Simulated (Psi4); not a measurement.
Molecule: CH₃ClSi, SMILES C[Si]Cl.

```xyz
6

C     -0.4201     0.3786    -0.1775
Si     0.2196    -0.6384     1.2786
Cl     1.8643    -1.5382     0.3046
H      0.3511     1.0712    -0.5315
H     -1.3081     0.9529     0.0960
H     -0.6671    -0.2698    -1.0248
```

Unscaled harmonic wavenumbers and double-harmonic intensities, CAM-B3LYP/6-311G(d,p) (dispersion D3(BJ)) in Psi4, at a geometry relaxed at this level, isolated molecule. Lorentzian lines of 24 cm⁻¹ full width. Close modes add up in the curve.

**Which lines are the most intense, and is the structure a minimum?**

The most intense lines lie at 479.0 cm⁻¹ (122.9 km/mol), 671.2 cm⁻¹ (62.1 km/mol) and 1288.4 cm⁻¹ (46.9 km/mol). It has no imaginary mode, so it is a minimum.

```csv
cm⁻¹,km/mol
95.9,0.1
238.7,5.2
479.0,122.9
595.4,1.3
671.2,62.1
796.6,30.9
1288.4,46.9
1437.7,9.4
1451.3,17.8
3029.8,0.2
3100.4,2.8
3125.6,7.8
```

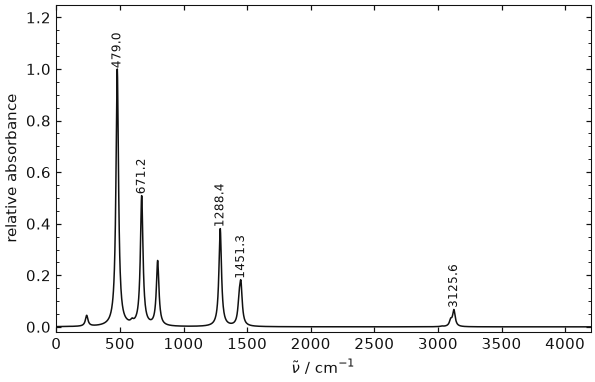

Known limits of this run: closed-shell singlet; other spin states weren't compared here.
